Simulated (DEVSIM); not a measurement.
Structure: W/Al2O3/n-Si capacitor, at 250 K.

```
layer (left to right)  material  thickness (nm)  Nd (cm⁻³)
---------------------  --------  --------------  ---------
1                         Al2O3            4.40          -
2                            Si            2100     7.4e16
```

Metal gate on the left, work function 4.6 eV. Fixed charge at the semiconductor interface 0 cm⁻² (in units of +e); no interface traps.

The device is made up for the run: typed textbook-type constants, with dimensions and the other settings drawn at random. Values at 300 K; Nc and Nv go as T^1.5, mobilities as T to minus their exponent, the gap by Varshni's rule with the affinity fixed.

```csv
parameter,Al2O3,Si
gap (eV),6.8,1.124
affinity (eV),1.35,4.05
permittivity,9,11.7
Nc (cm⁻³),-,2.86e19
Nv (cm⁻³),-,3.1e19
Varshni α (eV/K),-,0.000473
Varshni β (K),-,636
```

DEVSIM, 1D Poisson equation in equilibrium, Boltzmann statistics, complete ionisation; no quantum confinement or tunnelling. Metal contacts follow the ideal Schottky-Mott rule: no Fermi-level pinning, no interface dipoles.

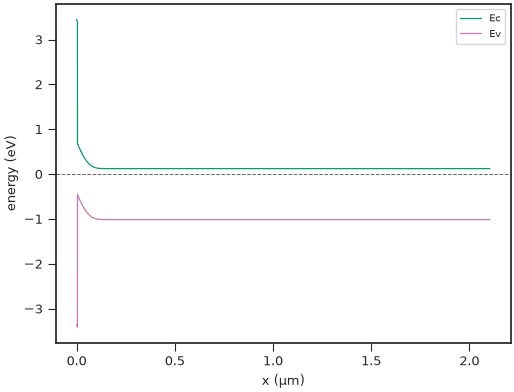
Figure: Band edges at -0.2 V on the gate

Energies count from the Fermi level of the right contact; mesh points crowd at the junctions.

```csv
x (μm),Ec (eV),Ev (eV),n (cm⁻³),p (cm⁻³),field (V/cm)
0.000,3.450,-3.350,< 1e2,< 1e2,-140000
0.0009857,3.436,-3.364,< 1e2,< 1e2,-140000
0.002345,3.416,-3.384,< 1e2,< 1e2,-140000
0.003629,3.397,-3.403,< 1e2,< 1e2,-140000
0.004924,0.680,-0.456,420000,1.5e10,-110000
0.006671,0.661,-0.475,1000000,6.3e9,-110000
0.01023,0.623,-0.513,5900000,1.1e9,-100000
0.02128,0.515,-0.622,9.2e8,7000000,-92000
0.03997,0.362,-0.774,1.1e12,6000,-71000
0.07803,0.176,-0.960,6.2e15,< 1e2,-28000
0.1555,0.123,-1.013,7.3e16,< 1e2,-210
0.4099,0.122,-1.014,7.4e16,< 1e2,≈ 0
0.8313,0.122,-1.014,7.4e16,< 1e2,≈ 0
1.429,0.122,-1.014,7.4e16,< 1e2,≈ 0
1.843,0.122,-1.014,7.4e16,< 1e2,≈ 0
1.977,0.122,-1.014,7.4e16,< 1e2,≈ 0
2.042,0.122,-1.014,7.4e16,< 1e2,≈ 0
2.075,0.122,-1.014,7.4e16,< 1e2,≈ 0
2.094,0.122,-1.014,7.4e16,< 1e2,≈ 0
2.100,0.122,-1.014,7.4e16,< 1e2,≈ 0
2.103,0.122,-1.014,7.4e16,< 1e2,≈ 0
2.104,0.122,-1.014,7.4e16,< 1e2,≈ 0
```
